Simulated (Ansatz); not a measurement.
**Run report: C$_{2}$H$_{7}$BOSi, nudged elastic band (part 2 of 2)**

The same run, continued: C$_{2}$H$_{7}$BOSi; RKS PBE0-D4/def2-SVP (Ansatz 0.2.0). It belongs to a series of runs on one base structure; here: band between the two ends.

Geometry of the input (Å):
```
C  -1.2079  0.1404  1.4177
B  -0.1968  0.0780  0.2473
C  1.1219  -0.7830  0.0412
O  1.5238  -0.4345  -1.2971
Si 0.2707  0.6731  -1.6317
H  -0.8087  -0.1938  2.3879
H  -2.0103  -0.5731  1.1388
H  -1.7050  1.1154  1.5296
H  0.9580  -1.8762  0.1392
H  1.9155  -0.5332  0.7765
H  0.7757  2.0585  -1.9019
H  -0.5599  0.2729  -2.8135
```

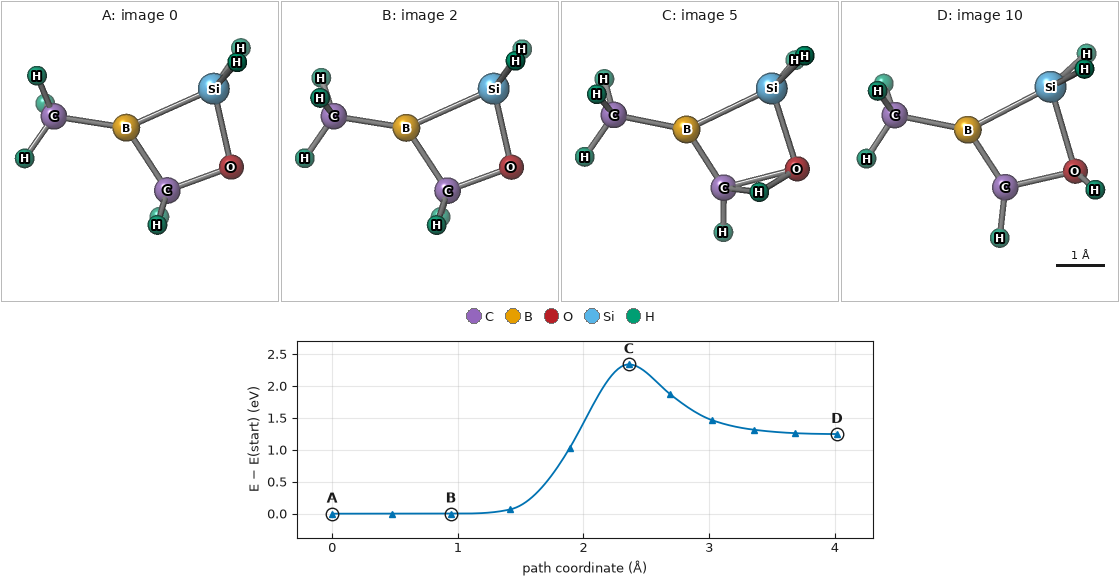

**Figure 1.** Images of the last band (counted from 0; ball-and-stick, seen at a tilt) above the energy along the path; the line is a cubic interpolation that uses the forces. The highest image is number 5, 2.339 eV above the start and 1.091 eV above the end (the climbing image); the end lies 1.248 eV above the start. The path is 4.02 Å long. The band converged in 14 iterations.

```
Total energy: -12771.20706438 eV, -469.3332029810 hartree
Atom 0 at    -1.337550     0.134239     1.412941 Å, force     0.000431    -0.000622     0.000646 eV/Å
Atom 1 at    -0.218752     0.013799     0.325520 Å, force    -0.002332     0.002205    -0.005395 eV/Å
Atom 2 at     0.927455    -0.911203     0.165337 Å, force    -0.004305     0.000443     0.009725 eV/Å
Atom 3 at     1.713957    -0.403994    -1.173095 Å, force    -0.006309     0.005442    -0.001083 eV/Å
Atom 4 at     0.317191     0.654661    -1.493175 Å, force     0.007579    -0.006676    -0.002143 eV/Å
Atom 5 at    -1.212151    -0.571052     2.248428 Å, force     0.000067    -0.000054    -0.000065 eV/Å
Atom 6 at    -2.324013    -0.055496     0.955546 Å, force     0.000659     0.000395    -0.000186 eV/Å
Atom 7 at    -1.387125     1.155145     1.825686 Å, force    -0.000257    -0.000209     0.000807 eV/Å
Atom 8 at     1.282135    -1.912892     0.418100 Å, force     0.003186     0.000002    -0.004401 eV/Å
Atom 9 at     1.916296    -0.112890    -0.044079 Å, force     0.000950    -0.000862    -0.002490 eV/Å
Atom 10 at     0.795217     1.982722    -1.993379 Å, force     0.000408    -0.000072     0.001889 eV/Å
Atom 11 at    -0.395659    -0.028438    -2.613930 Å, force    -0.000076     0.000008     0.002697 eV/Å
Dipole moment:    -0.067767     0.076758     0.102979 e Å
this run last wrote the band of iteration 14 to [file]
```

## The last band as extended XYZ (Å, eV, eV/Å)
```
12
Properties=species:S:1:pos:R:3:forces:R:3 image=0 energy=-12773.54582
C    -1.2079    0.1404    1.4177    0.0026  -0.0021   0.0077
B    -0.1968    0.0780    0.2473    0.0080  -0.0091  -0.0035
C     1.1219   -0.7830    0.0412   -0.0086   0.0070   0.0034
O     1.5238   -0.4345   -1.2971   -0.0015   0.0020  -0.0021
Si    0.2707    0.6731   -1.6317    0.0074  -0.0008  -0.0035
H    -0.8087   -0.1938    2.3879   -0.0015   0.0000  -0.0009
H    -2.0103   -0.5731    1.1388   -0.0017   0.0026  -0.0032
H    -1.7050    1.1154    1.5296   -0.0009   0.0010  -0.0005
H     0.9580   -1.8762    0.1392    0.0002   0.0003   0.0007
H     1.9155   -0.5332    0.7765    0.0001  -0.0004  -0.0008
H     0.7757    2.0585   -1.9019   -0.0013   0.0012   0.0016
H    -0.5599    0.2729   -2.8135   -0.0028  -0.0018   0.0010
12
Properties=species:S:1:pos:R:3:forces:R:3 image=1 energy=-12773.54418
C    -1.2169    0.1138    1.4123   -0.0016  -0.0025  -0.0014
B    -0.2028    0.0428    0.2432    0.0043   0.0075   0.0039
C     1.1523   -0.7597    0.0531   -0.0015  -0.0040   0.0019
O     1.5557   -0.3955   -1.2801    0.0011   0.0031  -0.0057
Si    0.2507    0.6429   -1.6385   -0.0024  -0.0047  -0.0012
H    -0.9041   -0.3959    2.3361    0.0013   0.0022   0.0007
H    -2.1580   -0.3518    1.0624    0.0006  -0.0027   0.0018
H    -1.4905    1.1570    1.6428   -0.0019   0.0007  -0.0022
H     1.0302   -1.8586    0.1510   -0.0004  -0.0015   0.0006
H     1.9261   -0.4787    0.7983   -0.0012  -0.0008   0.0009
H     0.6865    2.0473   -1.9294    0.0010   0.0007   0.0015
H    -0.5523    0.1810   -2.8172    0.0008   0.0018  -0.0008
12
Properties=species:S:1:pos:R:3:forces:R:3 image=2 energy=-12773.54376
C    -1.2381    0.0869    1.3960    0.0000  -0.0025   0.0028
B    -0.2300    0.0011    0.2228    0.0398   0.0437   0.0184
C     1.1703   -0.7299    0.0710   -0.0331  -0.0247  -0.0083
O     1.5764   -0.3686   -1.2619    0.0338   0.0131  -0.0029
Si    0.2318    0.6024   -1.6569   -0.0292  -0.0059  -0.0064
H    -1.0114   -0.5603    2.2568   -0.0043  -0.0044  -0.0026
H    -2.2690   -0.1039    1.0543   -0.0068   0.0020  -0.0013
H    -1.2487    1.1366    1.7466    0.0026  -0.0050  -0.0027
H     1.0892   -1.8318    0.1799    0.0086  -0.0090   0.0044
H     1.9215   -0.4105    0.8231   -0.0080   0.0041   0.0015
H     0.6049    2.0257   -1.9473   -0.0011  -0.0074   0.0080
H    -0.5199    0.0968   -2.8504   -0.0023  -0.0040  -0.0109
12
Properties=species:S:1:pos:R:3:forces:R:3 image=4 energy=-12772.52058
C    -1.3080    0.1160    1.4148    0.1693  -0.0515  -0.0421
B    -0.2147    0.0203    0.3005    0.0100   0.0697  -0.2033
C     1.0790   -0.8367    0.0703    1.1500   0.5831  -0.6145
O     1.5722   -0.4891   -1.3081   -1.0134  -0.6736  -0.9239
Si    0.3193    0.6421   -1.5490    0.0627  -0.2058  -0.4510
H    -1.1944   -0.5914    2.2499    0.0534  -0.0226  -0.0002
H    -2.3042   -0.0541    0.9623    0.1090   0.0112  -0.0476
H    -1.3651    1.1379    1.8331    0.0510  -0.0366  -0.0865
H     1.2771   -1.8848    0.3705   -0.0021   0.2728  -0.1627
H     1.9038   -0.1414    0.3046   -0.0845  -0.1624   2.7121
H     0.7862    2.0005   -1.9734   -0.0310   0.0090   0.0401
H    -0.4742    0.0254   -2.6415   -0.4744   0.2068  -0.2204
12
Properties=species:S:1:pos:R:3:forces:R:3 image=5 energy=-12771.20704
C    -1.3376    0.1342    1.4129    0.0004  -0.0006   0.0006
B    -0.2188    0.0138    0.3255   -0.0023   0.0022  -0.0054
C     0.9275   -0.9112    0.1653   -0.0043   0.0004   0.0097
O     1.7140   -0.4040   -1.1731   -0.0063   0.0054  -0.0011
Si    0.3172    0.6547   -1.4932    0.0076  -0.0067  -0.0021
H    -1.2122   -0.5711    2.2484    0.0001  -0.0001  -0.0001
H    -2.3240   -0.0555    0.9555    0.0007   0.0004  -0.0002
H    -1.3871    1.1551    1.8257   -0.0003  -0.0002   0.0008
H     1.2821   -1.9129    0.4181    0.0032   0.0000  -0.0044
H     1.9163   -0.1129   -0.0441    0.0009  -0.0009  -0.0025
H     0.7952    1.9827   -1.9934    0.0004  -0.0001   0.0019
H    -0.3957   -0.0284   -2.6139   -0.0001   0.0000   0.0027
12
Properties=species:S:1:pos:R:3:forces:R:3 image=6 energy=-12771.67726
C    -1.3608    0.1408    1.4165   -0.1074   0.0065   0.0251
B    -0.2359   -0.0002    0.3400   -0.0835  -0.0726   0.0664
C     0.8206   -0.9747    0.1505   -0.5223  -0.3069  -0.1011
O     1.7281   -0.4152   -1.0583    0.0587  -0.0223   0.5698
Si    0.2831    0.6574   -1.4588   -0.1803   0.0258   0.1844
H    -1.2241   -0.5628    2.2516   -0.0457   0.0052   0.0149
H    -2.3458   -0.0496    0.9632   -0.1040   0.0019   0.0483
H    -1.3924    1.1621    1.8279   -0.0259   0.0026   0.0331
H     1.2653   -1.9266    0.4396   -0.0713  -0.0658   0.0795
H     2.0854   -0.0131   -0.2314    0.8442   0.5038  -0.9476
H     0.8139    1.9611   -1.9896    0.0744  -0.0748   0.0411
H    -0.3603   -0.0347   -2.6174    0.1632  -0.0034  -0.0139
12
Properties=species:S:1:pos:R:3:forces:R:3 image=8 energy=-12772.23048
C    -1.4294    0.1204    1.4348   -0.0299  -0.0109   0.0044
B    -0.2893   -0.0150    0.3654   -0.0203   0.0008   0.0065
C     0.8354   -0.9169    0.1905    0.0275   0.0445   0.0343
O     1.6564   -0.4809   -1.0171   -0.0255  -0.0244   0.0002
Si    0.2256    0.6495   -1.4193   -0.0109  -0.0005   0.0038
H    -1.2941   -0.5831    2.2708   -0.0346  -0.0169   0.0025
H    -2.4286   -0.0481    1.0026   -0.0323  -0.0060   0.0084
H    -1.4360    1.1395    1.8567   -0.0287  -0.0172   0.0142
H     1.2492   -1.8529    0.5755    0.0167   0.0542   0.0749
H     2.4133    0.0081   -0.6636    0.0918  -0.0416  -0.1799
H     0.9001    1.9070   -1.9054    0.0425  -0.0148   0.0510
H    -0.3256    0.0170   -2.6572    0.0038   0.0327  -0.0203
12
Properties=species:S:1:pos:R:3:forces:R:3 image=9 energy=-12772.28481
C    -1.4485    0.1055    1.4365   -0.0063  -0.0037  -0.0009
B    -0.3031   -0.0139    0.3662   -0.0047  -0.0004   0.0005
C     0.8660   -0.8652    0.2324    0.0083   0.0161   0.0155
O     1.6074   -0.5307   -1.0505   -0.0125  -0.0151  -0.0084
Si    0.2076    0.6458   -1.4200   -0.0036   0.0023   0.0043
H    -1.3159   -0.6085    2.2645   -0.0073  -0.0059  -0.0021
H    -2.4445   -0.0694    0.9981   -0.0060  -0.0052  -0.0027
H    -1.4728    1.1176    1.8742   -0.0111  -0.0054   0.0031
H     1.3307   -1.7398    0.6960    0.0223   0.0317   0.0345
H     2.4452   -0.0915   -0.8387    0.0078  -0.0316  -0.0505
H     0.9475    1.8937   -1.8240    0.0144  -0.0052   0.0199
H    -0.3428    0.1011   -2.7008   -0.0013   0.0224  -0.0131
12
Properties=species:S:1:pos:R:3:forces:R:3 image=10 energy=-12772.29798
C    -1.4573    0.0943    1.4399   -0.0107  -0.0016   0.0085
B    -0.3165   -0.0245    0.3632   -0.0038  -0.0004  -0.0076
C     0.8789   -0.8407    0.2487    0.0029   0.0042   0.0051
O     1.5542   -0.5838   -1.0849   -0.0029  -0.0067  -0.0026
Si    0.1961    0.6523   -1.4158    0.0072   0.0028   0.0026
H    -1.2785   -0.5657    2.3039   -0.0032   0.0093  -0.0113
H    -2.4405   -0.1726    1.0167    0.0133   0.0059   0.0071
H    -1.5506    1.1246    1.8223    0.0011  -0.0145  -0.0035
H     1.3993   -1.6504    0.7682    0.0010   0.0006  -0.0015
H     2.4379   -0.2025   -0.9654   -0.0020   0.0027   0.0009
H     0.9986    1.8892   -1.7169   -0.0022  -0.0018   0.0007
H    -0.3447    0.2244   -2.7460   -0.0009  -0.0005   0.0016
```
